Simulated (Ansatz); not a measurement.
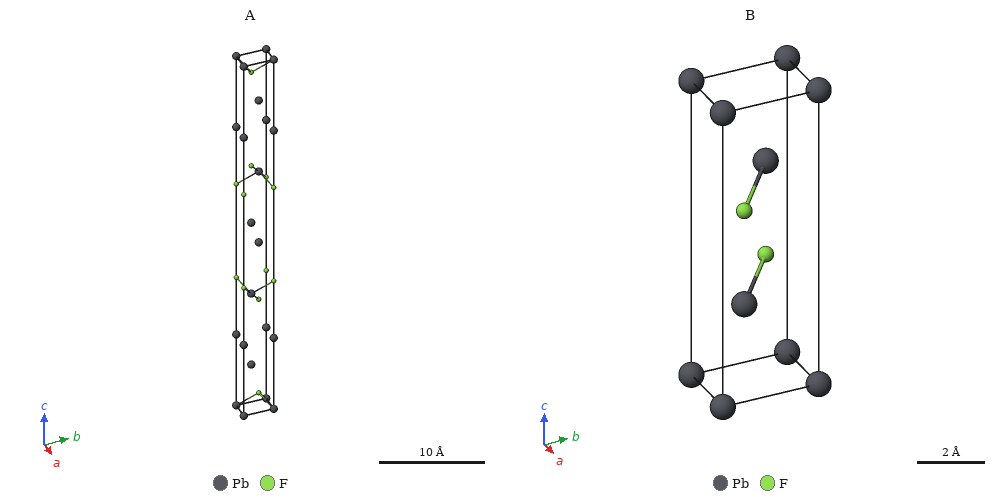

Two structures of Pb$_{3}$F$_{2}$, each relaxed to rest (conventional cells in solid outline, small ones repeated, not to one scale). Method: DFT PBE, scalar-relativistic, plane waves, PAW (Ansatz), without spin polarisation.

What are the two structures?

A: 15 atoms a cell on a rhombohedral (trigonal R) lattice, R-3m. B: 5 atoms a cell on a primitive hexagonal lattice, P-3m1.

Compare their energies: which is lower?

A is lower, by 87 meV/atom at this level of theory (energies at zero smearing). Volumes: A 28.9, B 25.2 Å³/atom.

One or both may be structure types tried for this composition rather than known phases.
